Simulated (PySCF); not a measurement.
**CH9GaN2 (SMILES C[NH][GaH2-][NH3+]): levels of theory compared**

Aim: a comparison of 4 runs (HF/def2-SVP, B3LYP/6-31G*, PBE0/def2-SVP) of CH9GaN2. Input form: a Python script.

Program for the calculation: PySCF 2.14.0.

1 further run of the same task is left out (set aside as unsound or not needed).

### Step 1. The structure to begin with

CH9GaN2 has 13 atoms, charge 0, and is taken as a singlet. SMILES: `C[NH][GaH2-][NH3+]`. Geometry: a GFN2-xTB relaxation, a rough one for these elements and not checked as a minimum. This is one conformer, not always the lowest.

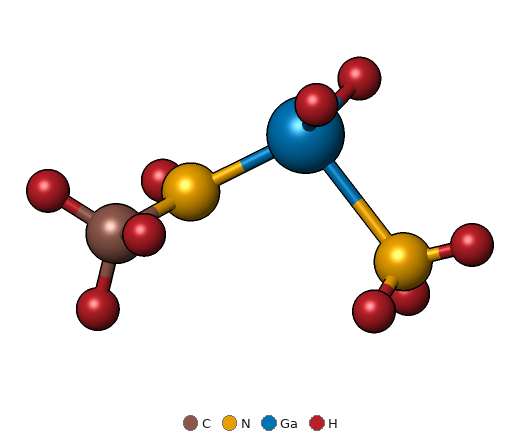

Viewed from a chosen angle; carbon brown, nitrogen amber, gallium blue, hydrogen red.

### Step 2. Energy and gradient at HF/def2-SVP (run 1)

File calc.py:

```python
from pyscf import gto

system = gto.M(
    atom=[
    ('C', (-1.604750, 1.228410, -0.135600)),
    ('N', (-0.147470, 1.155100, -0.131180)),
    ('Ga', (0.891450, 0.019630, 0.852100)),
    ('N', (0.993280, -1.729020, -0.465200)),
    ('H', (-1.979610, 2.155210, 0.313180)),
    ('H', (-1.997510, 0.389940, 0.444870)),
    ('H', (-2.007900, 1.158530, -1.154970)),
    ('H', (0.245260, 1.995280, -0.544520)),
    ('H', (0.227020, -0.718480, 2.032720)),
    ('H', (2.390690, 0.367030, 0.871150)),
    ('H', (1.432930, -1.467730, -1.346100)),
    ('H', (0.046270, -2.043800, -0.669060)),
    ('H', (1.510370, -2.510100, -0.067410)),
],
    max_memory=1860,
    basis='def2-svp',
    verbose=3,
)

mf = system.RHF()
mf.conv_tol = 1e-10
mf.kernel()
if not mf.converged:
    mf = mf.newton().run(mf.mo_coeff, mf.mo_occ)

e_final = mf.e_tot
print('E = %.10f Eh' % e_final)
grad = mf.nuc_grad_method().kernel()
dip = mf.dip_moment()
pop, q = mf.mulliken_pop()
```

Launch:

```sh
OMP_NUM_THREADS=1 python calc.py
```

What it wrote:

```text
converged SCF energy = -2074.90592900092
[... 9 lines left out ...]
Dipole moment(X, Y, Z, Debye):  0.08723, -3.31792, -3.04233
[... 94 lines left out ...]
pop of  7 H 2pz           0.01507
pop of  8 H 1s            0.72416
pop of  8 H 2s            0.52658
pop of  8 H 2px           0.00179
pop of  8 H 2py           0.00186
pop of  8 H 2pz           0.00424
pop of  9 H 1s            0.72486
pop of  9 H 2s            0.51315
pop of  9 H 2px           0.00646
pop of  9 H 2py           0.00087
pop of  9 H 2pz           0.00063
pop of  10 H 1s           0.70202
pop of  10 H 2s           0.08724
pop of  10 H 2px          0.01204
pop of  10 H 2py          0.01196
pop of  10 H 2pz          0.02383
pop of  11 H 1s           0.70267
pop of  11 H 2s           0.08825
pop of  11 H 2px          0.02838
pop of  11 H 2py          0.01040
pop of  11 H 2pz          0.00915
pop of  12 H 1s           0.70454
pop of  12 H 2s           0.08643
pop of  12 H 2px          0.01383
pop of  12 H 2py          0.02033
pop of  12 H 2pz          0.01370
 ** Mulliken atomic charges  **
charge of    0C =      0.19132
charge of    1N =     -0.74171
charge of    2Ga =      0.73682
charge of    3N =     -0.30767
charge of    4H =      0.00741
charge of    5H =      0.00238
charge of    6H =     -0.00276
charge of    7H =      0.13360
charge of    8H =     -0.25864
charge of    9H =     -0.24598
charge of   10H =      0.16291
charge of   11H =      0.16115
charge of   12H =      0.16117
```

Wall time 24 s (1 thread of Intel Xeon at 2.70GHz, shared host); peak memory 0.31 GiB.

### Step 3. Energy and gradient at B3LYP/6-31G(d) (spherical functions) (run 2)

File calc.py:

```python
# C[NH][GaH2-][NH3+]
import pyscf.grad
from pyscf import gto, dft

mol = gto.M(
    atom='''
C   -1.604750   1.228410  -0.135600
N   -0.147470   1.155100  -0.131180
Ga   0.891450   0.019630   0.852100
N    0.993280  -1.729020  -0.465200
H   -1.979610   2.155210   0.313180
H   -1.997510   0.389940   0.444870
H   -2.007900   1.158530  -1.154970
H    0.245260   1.995280  -0.544520
H    0.227020  -0.718480   2.032720
H    2.390690   0.367030   0.871150
H    1.432930  -1.467730  -1.346100
H    0.046270  -2.043800  -0.669060
H    1.510370  -2.510100  -0.067410
''',
    verbose=4,
    max_memory=1860,
    basis='6-31g*',
    spin=0,
)

mf = dft.RKS(mol, xc='b3lyp')
mf.conv_tol = 1e-10
mf.grids.level = 5
mf.kernel()
if not mf.converged:
    mf = mf.newton().run(mf.mo_coeff, mf.mo_occ)

e_final = mf.e_tot
print('E(%s) = %.9f' % ('B3LYP', e_final))
grad = mf.Gradients().kernel()
dip = mf.dip_moment()
pop, q = mf.mulliken_pop()
```

Launch:

```sh
OMP_NUM_THREADS=1 python calc.py
```

What it wrote:

```text
PySCF version 2.14.0

[... 83 lines left out ...]
converged SCF energy = -2077.65268398391
[... 13 lines left out ...]
Dipole moment(X, Y, Z, Debye):  0.04671, -3.19375, -3.06741
[... 67 lines left out ...]
pop of  3 N 3px           0.46240
pop of  3 N 3py           0.60411
pop of  3 N 3pz           0.55770
pop of  3 N 3dxy          0.00771
pop of  3 N 3dyz          0.00217
pop of  3 N 3dz^2         0.00756
pop of  3 N 3dxz          0.00552
pop of  3 N 3dx2-y2       0.00384
pop of  4 H 1s            0.53438
pop of  4 H 2s            0.33555
pop of  5 H 1s            0.53347
pop of  5 H 2s            0.31879
pop of  6 H 1s            0.53514
pop of  6 H 2s            0.34606
pop of  7 H 1s            0.51332
pop of  7 H 2s            0.18850
pop of  8 H 1s            0.49472
pop of  8 H 2s            0.50228
pop of  9 H 1s            0.49522
pop of  9 H 2s            0.49742
pop of  10 H 1s           0.49671
pop of  10 H 2s           0.13318
pop of  11 H 1s           0.49716
pop of  11 H 2s           0.13266
pop of  12 H 1s           0.49838
pop of  12 H 2s           0.13592
 ** Mulliken atomic charges  **
charge of    0C =     -0.26975
charge of    1N =     -0.62191
charge of    2Ga =     -0.05366
charge of    3N =     -0.86582
charge of    4H =      0.13006
charge of    5H =      0.14774
charge of    6H =      0.11879
charge of    7H =      0.29818
charge of    8H =      0.00300
charge of    9H =      0.00736
charge of   10H =      0.37012
charge of   11H =      0.37018
charge of   12H =      0.36570
```

Wall time 60 s (1 thread of Intel Xeon at 2.70GHz, shared host); peak memory 0.91 GiB.

Run 3 isn't shown in full; the table further down has it.

### Step 4. Energy and gradient at PBE0/def2-SVP (run 4)

File job.py:

```python
from pyscf import gto, dft

mol = gto.M(
    atom=[
    ('C', (-1.604750, 1.228410, -0.135600)),
    ('N', (-0.147470, 1.155100, -0.131180)),
    ('Ga', (0.891450, 0.019630, 0.852100)),
    ('N', (0.993280, -1.729020, -0.465200)),
    ('H', (-1.979610, 2.155210, 0.313180)),
    ('H', (-1.997510, 0.389940, 0.444870)),
    ('H', (-2.007900, 1.158530, -1.154970)),
    ('H', (0.245260, 1.995280, -0.544520)),
    ('H', (0.227020, -0.718480, 2.032720)),
    ('H', (2.390690, 0.367030, 0.871150)),
    ('H', (1.432930, -1.467730, -1.346100)),
    ('H', (0.046270, -2.043800, -0.669060)),
    ('H', (1.510370, -2.510100, -0.067410)),
],
    max_memory=1860,
    basis='def2-svp',
    verbose=3,
)

myscf = dft.RKS(mol, xc='pbe0')
myscf.conv_tol = 1e-10
myscf.grids.level = 5
myscf.kernel()
if not myscf.converged:
    myscf = myscf.newton().run(myscf.mo_coeff, myscf.mo_occ)

energy = myscf.e_tot
print(f'total energy: {energy:.8f} hartree')
grad = myscf.nuc_grad_method().kernel()
dip = myscf.dip_moment()
pop, q = myscf.mulliken_pop()
```

Launch:

```sh
OMP_NUM_THREADS=1 python job.py
```

What it wrote:

```text
converged SCF energy = -2077.09710075763
total energy: -2077.09710076 hartree
[... 8 lines left out ...]
Dipole moment(X, Y, Z, Debye):  0.03772, -3.20852, -3.10163
[... 94 lines left out ...]
pop of  7 H 2pz           0.01541
pop of  8 H 1s            0.71104
pop of  8 H 2s            0.44110
pop of  8 H 2px           0.00191
pop of  8 H 2py           0.00200
pop of  8 H 2pz           0.00401
pop of  9 H 1s            0.71218
pop of  9 H 2s            0.42376
pop of  9 H 2px           0.00606
pop of  9 H 2py           0.00104
pop of  9 H 2pz           0.00088
pop of  10 H 1s           0.70203
pop of  10 H 2s           0.09749
pop of  10 H 2px          0.01238
pop of  10 H 2py          0.01310
pop of  10 H 2pz          0.02113
pop of  11 H 1s           0.70261
pop of  11 H 2s           0.09751
pop of  11 H 2px          0.02479
pop of  11 H 2py          0.01149
pop of  11 H 2pz          0.01043
pop of  12 H 1s           0.70468
pop of  12 H 2s           0.09629
pop of  12 H 2px          0.01375
pop of  12 H 2py          0.01863
pop of  12 H 2pz          0.01424
 ** Mulliken atomic charges  **
charge of    0C =      0.07368
charge of    1N =     -0.50961
charge of    2Ga =      0.30400
charge of    3N =     -0.21100
charge of    4H =      0.02326
charge of    5H =      0.02535
charge of    6H =      0.01262
charge of    7H =      0.12619
charge of    8H =     -0.16005
charge of    9H =     -0.14390
charge of   10H =      0.15388
charge of   11H =      0.15317
charge of   12H =      0.15240
```

It took 97 s on 1 thread of Intel Xeon at 2.70GHz, shared host; peak memory 1.2 GiB.

### Step 5. Overview of the runs

| run | level | integration grid | Cartesian functions | energy (Eh) | dipole moment (D) | HOMO energy (eV) | LUMO energy (eV) | wall time |
| --- | --- | --- | --- | --- | --- | --- | --- | --- |
| 1 | HF/def2-SVP | – | no | -2074.905929 | 4.50 | -8.89 | 3.58 | 24 s |
| 2 | B3LYP/6-31G* (spherical functions) | 5 | no | -2077.652684 | 4.43 | -5.12 | 0.36 | 60 s |
| 3 | B3LYP/6-31G* (Cartesian functions) | 5 | yes | -2077.660923 | 4.41 | -5.12 | 0.33 | 70 s |
| 4 | PBE0/def2-SVP | 5 | no | -2077.097101 | 4.46 | -5.46 | 0.68 | 97 s |

### Step 6. What came out

| quantity | value |
| --- | --- |
| run 4: total energy | -2077.09710 Eh |
| run 4: dipole moment | 4.46 D |
| run 4: HOMO energy | -5.46 eV |
| run 4: LUMO energy | 0.68 eV |
| run 4: HOMO–LUMO gap | 6.13 eV |
| run 4: largest force on an atom | 1.218 eV/Å |

What this shows: The dipole moment (its size) runs from 4.41 D (B3LYP/6-31G*) to 4.50 D (HF/def2-SVP). The two ends differ in method and basis. The HOMO–LUMO gap runs from 5.45 eV (B3LYP/6-31G*) to 12.46 eV (HF/def2-SVP). Totals of different functionals can't be ranked against each other. All runs together took 4.2 min, the longest 97 s.
